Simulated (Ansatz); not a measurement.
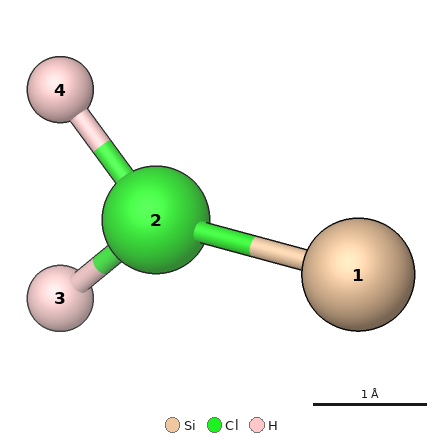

Orthographic view. Atoms fade into the background with distance from the viewer. The species has charge +1 and is a spin singlet. The computed structure is the end point of a PBE-D4/def2-SVP optimisation. No frequency run is at hand to confirm it as a minimum.

Give the geometry as a Z-matrix, atoms in numerical order, with these reference atoms: 2 to 1; 3 to 2, 1; 4 to 2, 3, 1.

```
Si 
Cl   1   2.183
H    2   1.444   1   135.6
H    2   1.444   3    88.8   1   180.0
```
